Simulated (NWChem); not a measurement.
# C4H6 (1,2-butadiene) at 6 levels

We compute a comparison of 6 runs (HF/cc-pVDZ, HF/def2-SVP, HF/6-311G**, B3LYP/STO-3G, PBE0/3-21G, PBE0/def2-SVP) of C4H6 (1,2-butadiene). 

The calculation is run with NWChem 7.3.0.

## 1. Starting point

The species is C4H6 (10 atoms), meant as a singlet with charge 0. SMILES: `C=C=CC`. Geometry: relaxed at PBE0-D4/def2-TZVP.

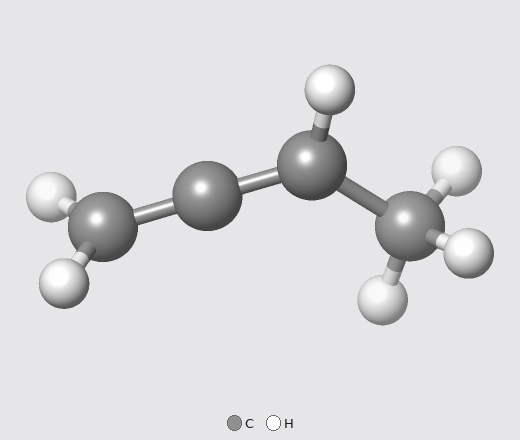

The structure, seen from a chosen angle (carbon grey, hydrogen white).

## 2. Energy and gradient at HF/cc-pVDZ (run 1)

Contents of run.py:

```python
from ase import Atoms
from ase.calculators.nwchem import NWChem

mol = Atoms(['C', 'C', 'C', 'C', 'H', 'H', 'H', 'H', 'H', 'H'], positions=[
    [-1.028170, 1.640200, -0.807680],
    [-0.215030, 0.655980, -0.558970],
    [0.595630, -0.329840, -0.305630],
    [0.514080, -1.216670, 0.898340],
    [-1.938560, 1.489100, -1.379480],
    [-0.821990, 2.645600, -0.453790],
    [1.393720, -0.527930, -1.019220],
    [0.380720, -2.261210, 0.601840],
    [-0.317990, -0.932190, 1.542300],
    [1.437620, -1.163020, 1.482300],
])

calc = NWChem(
    label='c4h6',
    theory='scf',
    memory='2200 mb',
    basis='cc-pVDZ',
    basispar='spherical bse',
    scf={'nopen': '0', 'rhf': None, 'thresh': '1e-08', 'maxiter': '80'},
)
mol.calc = calc

forces = mol.get_forces()
print(f"energy = {mol.get_potential_energy():.6f} eV")
print("forces (eV/A):")
for s, f in zip(mol.symbols, forces):
    print(f"{s:2s} {f[0]:10.5f} {f[1]:10.5f} {f[2]:10.5f}")
print("dipole (e A):", mol.get_dipole_moment().round(4))
```

On the command line:

```console
export ASE_NWCHEM_COMMAND="nwchem PREFIX.nwi > PREFIX.nwo"
python run.py
```

The program printed:

```text
energy = -4215.402441 eV
forces (eV/A):
C    -0.12022    0.15072   -0.04376
C     0.03620   -0.03908    0.00432
C     0.09996    0.13179   -0.28488
C    -0.00812   -0.20723    0.27207
H     0.07394   -0.01841    0.03692
H     0.01075   -0.08300   -0.01183
H    -0.07446    0.03630    0.04232
H    -0.00823    0.03173   -0.00046
H     0.01651   -0.01558    0.00015
H    -0.02633    0.01270   -0.01496
dipole (e A): [ 0.0352 -0.0685  0.043 ]
```

The calculator wrote c4h6.nwi:

```
title "c4h6"

permanent_dir c4h6

scratch_dir c4h6

start c4h6

geometry units angstrom nocenter noautosym noautoz
  C  -1.0281700000000000e+00 1.6402000000000001e+00 -8.0767999999999995e-01
  C  -2.1503000000000000e-01 6.5598000000000001e-01 -5.5896999999999997e-01
  C  5.9562999999999999e-01 -3.2984000000000002e-01 -3.0563000000000001e-01
  C  5.1407999999999998e-01 -1.2166699999999999e+00 8.9834000000000003e-01
  H  -1.9385600000000001e+00 1.4891000000000001e+00 -1.3794800000000000e+00
  H  -8.2199000000000000e-01 2.6456000000000000e+00 -4.5379000000000003e-01
  H  1.3937200000000001e+00 -5.2793000000000001e-01 -1.0192200000000000e+00
  H  3.8072000000000000e-01 -2.2612100000000002e+00 6.0184000000000004e-01
  H  -3.1798999999999999e-01 -9.3218999999999996e-01 1.5423000000000000e+00
  H  1.4376199999999999e+00 -1.1630199999999999e+00 1.4823000000000000e+00
end

memory 2200 mb

basis spherical bse noprint
   * library cc-pVDZ
end

scf
  nopen 0
  rhf
  thresh 1e-08
  maxiter 80
end

task scf gradient
```

c4h6.nwo:

```text
Northwest Computational Chemistry Package (NWChem) 7.3.0
             --------------------------------------------------------

           Job information
           ---------------

    nwchem branch   = 7.3.0
    use scalapack   = T
    input           = c4h6.nwi
    prefix          = c4h6.
    data base       = c4h6/c4h6.db
    status          = startup
    nproc           =        1

           Memory information
           ------------------

[... 5 lines left out ...]
    hardfail = no
[... 132 lines left out ...]
         Quadratically convergent ROHF
[... 14 lines left out ...]
       Final RHF  results
[... 4 lines left out ...]
      Two-electron energy =    153.162044409857
[... 34 lines left out ...]
                       ROHF Final Molecular Orbital Analysis
[... 227 lines left out ...]
                 ----------------------------------------
                 |  Time  |  1-e(secs)   |  2-e(secs)   |
                 ----------------------------------------
                 |  CPU   |       0.01   |       2.90   |
                 ----------------------------------------
                 |  WALL  |       0.01   |       2.90   |
                 ----------------------------------------

 Task  times  cpu:       20.6s     wall:       20.6s
 Total times  cpu:       20.6s     wall:       20.6s
```

It took 22 s on 1 thread of Intel Xeon 6975P-C (Granite Rapids), shared host; peak memory 0.1 GiB.

## 3. Energy and forces at HF/def2-SVP (run 2)

Changes to run.py since step 2:

```diff
@@ -3,3 +3,3 @@
 
-mol = Atoms(['C', 'C', 'C', 'C', 'H', 'H', 'H', 'H', 'H', 'H'], positions=[
+mol = Atoms('CCCCHHHHHH', positions=[
     [-1.028170, 1.640200, -0.807680],
@@ -17,6 +17,6 @@
 calc = NWChem(
-    label='c4h6',
+    label='calc',
     theory='scf',
     memory='2200 mb',
-    basis='cc-pVDZ',
+    basis='def2-SVP',
     basispar='spherical bse',
```

On the command line:

```console
export ASE_NWCHEM_COMMAND="nwchem PREFIX.nwi > PREFIX.nwo"
python run.py
```

The program printed:

```text
energy = -4212.017429 eV
forces (eV/A):
C    -0.04067    0.05379   -0.01861
C     0.02458    0.00283   -0.03389
C     0.02083    0.16255   -0.22801
C     0.02386   -0.21438    0.24256
H     0.05122   -0.01070    0.02545
H     0.00561   -0.05708   -0.00874
H    -0.05986    0.03234    0.02962
H    -0.00643    0.05194    0.01548
H     0.03137   -0.02715   -0.00319
H    -0.05050    0.00591   -0.02067
dipole (e A): [ 0.0333 -0.0676  0.0441]
```

The calculator wrote calc.nwi:

```
title "calc"

permanent_dir calc

scratch_dir calc

start calc

geometry units angstrom nocenter noautosym noautoz
  C  -1.0281700000000000e+00 1.6402000000000001e+00 -8.0767999999999995e-01
  C  -2.1503000000000000e-01 6.5598000000000001e-01 -5.5896999999999997e-01
  C  5.9562999999999999e-01 -3.2984000000000002e-01 -3.0563000000000001e-01
  C  5.1407999999999998e-01 -1.2166699999999999e+00 8.9834000000000003e-01
  H  -1.9385600000000001e+00 1.4891000000000001e+00 -1.3794800000000000e+00
  H  -8.2199000000000000e-01 2.6456000000000000e+00 -4.5379000000000003e-01
  H  1.3937200000000001e+00 -5.2793000000000001e-01 -1.0192200000000000e+00
  H  3.8072000000000000e-01 -2.2612100000000002e+00 6.0184000000000004e-01
  H  -3.1798999999999999e-01 -9.3218999999999996e-01 1.5423000000000000e+00
  H  1.4376199999999999e+00 -1.1630199999999999e+00 1.4823000000000000e+00
end

memory 2200 mb

basis spherical bse noprint
   * library def2-SVP
end

scf
  nopen 0
  rhf
  thresh 1e-08
  maxiter 80
end

task scf gradient
```

calc.nwo:

```text
Northwest Computational Chemistry Package (NWChem) 7.3.0
             --------------------------------------------------------

           Job information
           ---------------

    nwchem branch   = 7.3.0
    use scalapack   = T
    input           = calc.nwi
    prefix          = calc.
    data base       = calc/calc.db
    status          = startup
    nproc           =        1

           Memory information
           ------------------

[... 5 lines left out ...]
    hardfail = no
[... 132 lines left out ...]
         Quadratically convergent ROHF
[... 14 lines left out ...]
       Final RHF  results
[... 4 lines left out ...]
      Two-electron energy =    153.054295492576
[... 34 lines left out ...]
                       ROHF Final Molecular Orbital Analysis
[... 228 lines left out ...]
                 ----------------------------------------
                 |  Time  |  1-e(secs)   |  2-e(secs)   |
                 ----------------------------------------
                 |  CPU   |       0.01   |       0.87   |
                 ----------------------------------------
                 |  WALL  |       0.01   |       0.87   |
                 ----------------------------------------

 Task  times  cpu:        7.0s     wall:        7.0s
 Total times  cpu:        7.0s     wall:        7.0s
```

It took 8.7 s on 1 thread of Intel Xeon 6975P-C (Granite Rapids), shared host; peak memory 0.1 GiB.

Runs 3 to 5 aren't shown in full; the table further down has their settings and results.

## 4. Energy and gradient at PBE0/def2-SVP (run 6)

Contents of c4h6.nw:

```
start c4h6
title "C4H6 PBE0"
memory stack 880 mb heap 220 mb global 1100 mb
geometry noautosym nocenter noautoz
  C       -1.028170       1.640200      -0.807680
  C       -0.215030       0.655980      -0.558970
  C        0.595630      -0.329840      -0.305630
  C        0.514080      -1.216670       0.898340
  H       -1.938560       1.489100      -1.379480
  H       -0.821990       2.645600      -0.453790
  H        1.393720      -0.527930      -1.019220
  H        0.380720      -2.261210       0.601840
  H       -0.317990      -0.932190       1.542300
  H        1.437620      -1.163020       1.482300
end
basis spherical bse
  * library def2-SVP
end
dft
  xc pbe0
  grid xfine
  convergence energy 1e-08
  iterations 100
  mulliken
end
task dft gradient
```

On the command line:

```console
nwchem c4h6.nw > c4h6.out
```

The program printed:

```text
[...]
          Wavefunction type:  closed shell.
          No. of atoms     :    10
          No. of electrons :    30
[...]
          Charge           :     0
          Spin multiplicity:     1
[...]
          AO basis - number of functions:    86
[...]
              XC Information
              --------------
                         PBE0 Method XC Functional
                     Hartree-Fock (Exact) Exchange  0.250
          PerdewBurkeErnzerhof Exchange Functional  0.750
            Perdew 1991 LDA Correlation Functional  1.000 local
           PerdewBurkeErnz. Correlation Functional  1.000 non-local
[...]
 d= 0,ls=0.0,diis     1   -155.6348638801 -2.58D+02  6.56D-03  2.15D-01     4.5
[...]
 d= 0,ls=0.0,diis    10   -155.6629043459 -3.55D-10  1.26D-07  8.85D-11    43.6
         Total DFT energy =     -155.662904345869
      One electron energy =     -411.182833067198
           Coulomb energy =      176.403614181826
    Exchange-Corr. energy =      -23.656848356086
 Nuclear repulsion energy =      102.773162895589
[...]
      Total Density - Mulliken Population Analysis
     ---------------------------------------------
    Atom       Charge   Shell Charges
 -----------   ------   -------------------------------------------------------
    1 C    6     6.23   1.99  0.88  0.28  2.10  0.95  0.03
    2 C    6     5.87   1.99  0.94  0.26  2.00  0.64  0.04
    3 C    6     6.26   1.99  0.90  0.30  2.10  0.93  0.04
    4 C    6     6.02   1.99  0.89  0.12  2.12  0.87  0.03
    5 H    1     0.92   0.73  0.17  0.03
    6 H    1     0.92   0.73  0.17  0.03
    7 H    1     0.94   0.74  0.17  0.02
    8 H    1     0.95   0.74  0.18  0.02
    9 H    1     0.95   0.74  0.19  0.02
   10 H    1     0.95   0.74  0.18  0.02
[...]
  wavefunction    = closed shell
[...]
```

It took 49 s on 1 thread of Intel Xeon 6975P-C (Granite Rapids), shared host; peak memory 0.15 GiB.

## 5. The series

```
run          level  iteration cap  module  energy (Eh)  dipole moment (D)  HOMO energy (eV)  LUMO energy (eV)  wall time
  1     HF/cc-pVDZ             80     scf  -154.913184               0.42             -9.71              4.49       22 s
  2    HF/def2-SVP             80     scf  -154.788787               0.42             -9.80              4.43      8.7 s
  3    HF/6-311G**             80     scf  -154.938684               0.41             -9.75              4.01       19 s
  4   B3LYP/STO-3G            100     dft  -154.058991               0.35             -5.29              3.40       18 s
  5     PBE0/3-21G            100     dft  -154.922332               0.41             -7.06              0.98       14 s
  6  PBE0/def2-SVP            100     dft  -155.662904               0.44             -7.16              0.61       49 s
```

## 6. Outcome

| quantity | value |
| --- | --- |
| run 6: total energy | -155.66290 Eh |
| run 6: dipole moment | 0.44 D |
| run 6: HOMO energy | -7.16 eV |
| run 6: LUMO energy | 0.61 eV |
| run 6: HOMO–LUMO gap | 7.77 eV |
| run 6: largest force on an atom | 0.485 eV/Å |

In words: The dipole moment (its size) runs from 0.35 D (B3LYP/STO-3G) to 0.44 D (PBE0/def2-SVP). The two ends differ in method and basis. The HOMO–LUMO gap runs from 7.77 eV (PBE0/def2-SVP) to 14.23 eV (HF/def2-SVP). Exact exchange widens orbital gaps. Totals of different functionals can't be ranked against each other. In run 4 the basis is minimal, so the values are rough. All runs together took 2.2 min, the longest 49 s.
